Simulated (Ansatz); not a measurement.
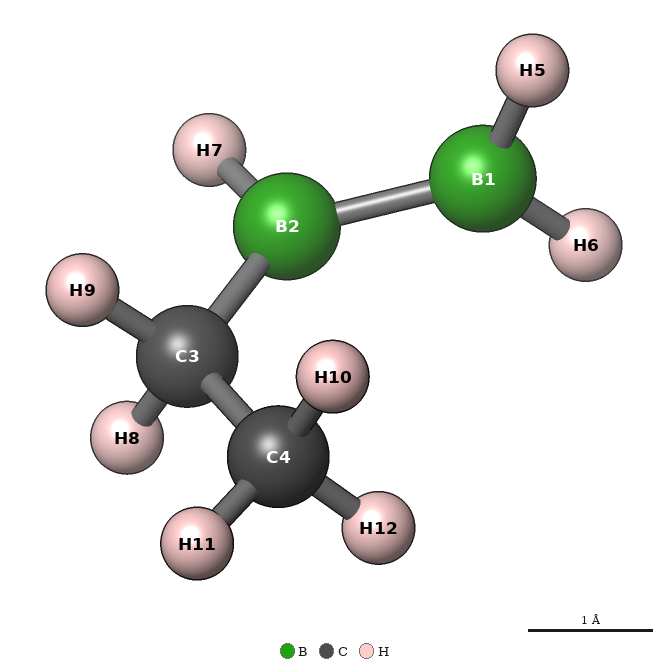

The atoms are numbered. The computed structure is the end point of a PBE0-D4/def2-TZVP optimisation.

Which atoms are bonded, and how long are the bonds?

```
  bond  length (Å)   order
 B1–B2       1.639  single
 B1–H5       1.201  single
 B1–H6       1.201  single
 B2–C3       1.563  single
 B2–H7       1.210  single
 C3–C4       1.523  single
 C3–H8       1.101  single
 C3–H9       1.101  single
C4–H10       1.093  single
C4–H11       1.093  single
C4–H12       1.093  single
```
